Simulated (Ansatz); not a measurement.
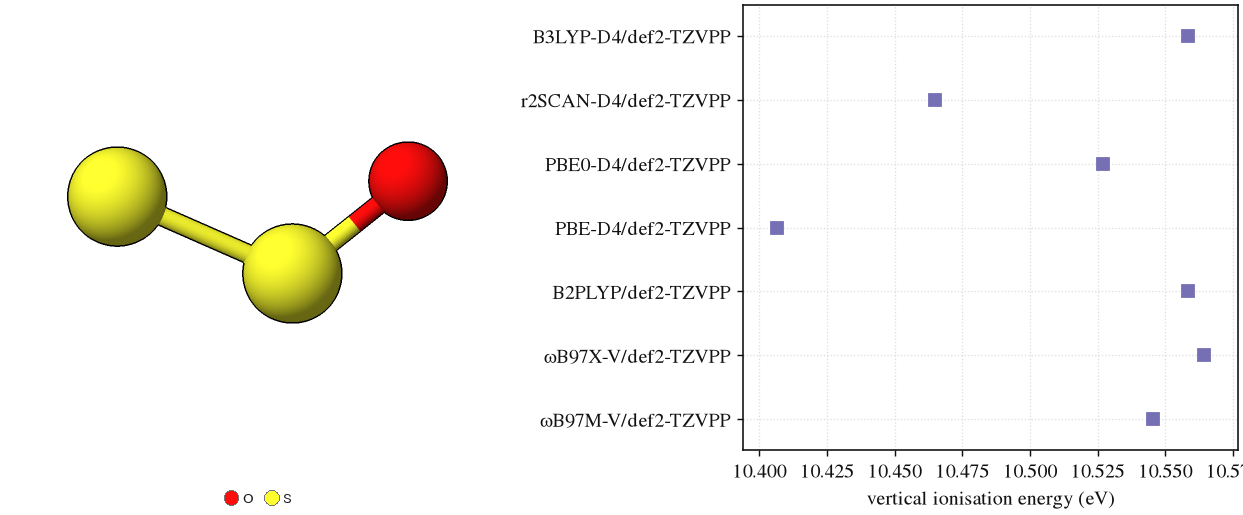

Vertical ionisation energy of S₂O, SMILES O=S=S, taken as the energy of the cation less that of the neutral at fixed geometry (unrestricted doublet cation, cores frozen in correlated methods, no spin-orbit coupling), the Ansatz code, at a PBE0-D4/def2-TZVP geometry (a minimum by its frequencies).

**What range do the values span?**

From 10.41 eV (PBE-D4/def2-TZVPP) to 10.56 eV (ωB97X-V/def2-TZVPP).

**Give the values.**

| level | eV |
| --- | --- |
| B3LYP-D4/def2-TZVPP | 10.56 |
| r2SCAN-D4/def2-TZVPP | 10.46 |
| PBE0-D4/def2-TZVPP | 10.53 |
| PBE-D4/def2-TZVPP | 10.41 |
| B2PLYP/def2-TZVPP | 10.56 |
| ωB97X-V/def2-TZVPP | 10.56 |
| ωB97M-V/def2-TZVPP | 10.55 |
